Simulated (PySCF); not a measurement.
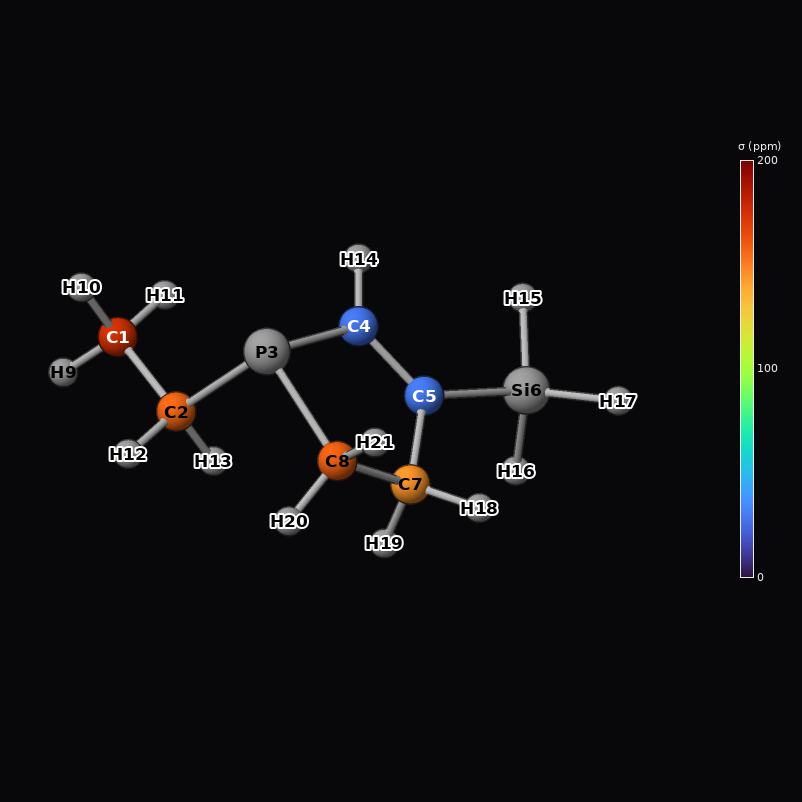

Atoms are coloured by their isotropic NMR shieldings (C only, the others grey). Computed geometry: GFN2-xTB optimisation. No frequency run is at hand to confirm it as a minimum. Properties computed with GIAO PBE0/pcSseg-1 NMR shielding, non-relativistic, gas phase (PySCF 2.14.0).

Give the isotropic NMR shieldings of the C atoms atom by atom.

```
atom  σ (ppm)
  C1    173.8
  C2    155.8
  C4     29.1
  C5     30.2
  C7    144.1
  C8    157.2
```

The geometry is semi-empirical. Around P, Si such bond lengths and angles can be off by a tenth of an ångström or more and by several degrees, and values that hang on the shape move with them.
